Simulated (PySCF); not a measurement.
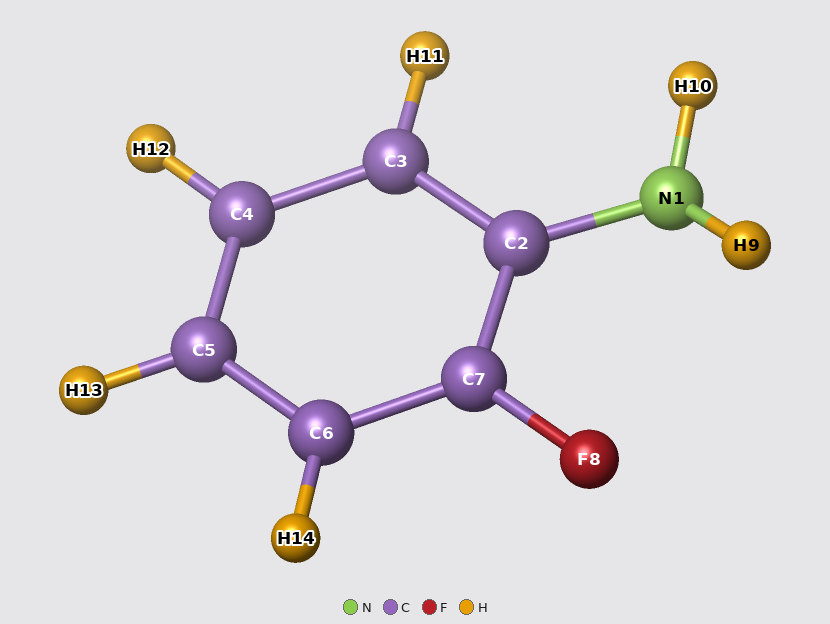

The geometry was computed by an optimisation with GFN2-xTB. No frequency run is at hand to confirm it as a minimum. Electric field gradients from the ground-state density, PBE0/pcSseg-1 (PySCF 2.14.0), non-relativistic apart from any core potentials.

Give the largest field-gradient component, the quadrupole coupling constant and the asymmetry for 14N at N1 (Q = 20.44 mb), 2H at H9 (Q = 2.86 mb), 2H at H10 (Q = 2.86 mb), 2H at H11 (Q = 2.86 mb), 2H at H12 (Q = 2.86 mb).

| atom | V_zz (a.u.) | e²qQ/h (MHz) | η |
| --- | --- | --- | --- |
| N1 | −1.134 | −5.44 | 0.14 |
| H9 | 0.410 | 0.276 | 0.20 |
| H10 | 0.418 | 0.281 | 0.20 |
| H11 | 0.329 | 0.221 | 0.10 |
| H12 | 0.329 | 0.221 | 0.06 |
